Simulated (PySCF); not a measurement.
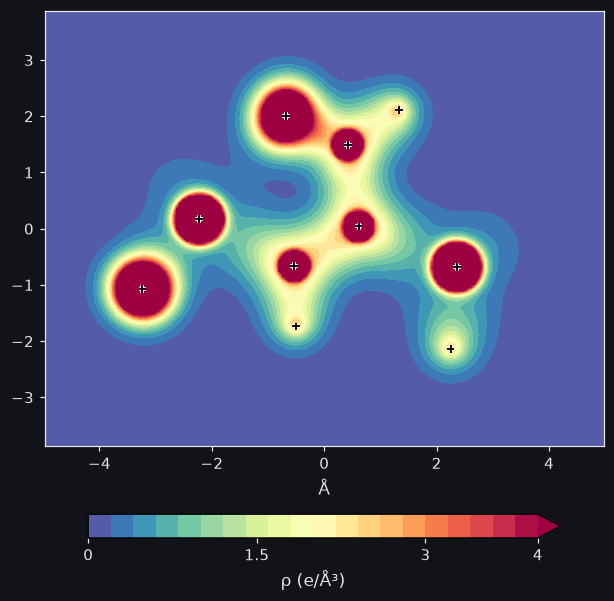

The total electron density on a plane through atoms (crosses mark nuclei in the plane).

Computed with PySCF, PBE0/pcSseg-1, SCF density, gas phase, non-relativistic.

Candidates:
A. C$_{7}$H$_{12}$AlF (SMILES C=C[CH2][Al]([F])[CH]1CCC1)
B. C$_{3}$H$_{14}$AlNSi$_{2}$ (SMILES CCC[SiH2][N]([AlH2])[SiH3])
C. C$_{3}$H$_{5}$F$_{3}$OSi$_{2}$ (SMILES O=C/C([SiH3])=C\[Si](F)(F)F)

Q: Which candidate gave the map?

A: Candidate C: C$_{3}$H$_{5}$F$_{3}$OSi$_{2}$ on the plane of atoms Si6, C5 and H14, which holds O, C, Si, F and H. C–O (1.21 Å): ρ at the midpoint is about 3.3 e/Å³. C–C (1.34 Å): ρ is about 2.2 e/Å³ halfway.
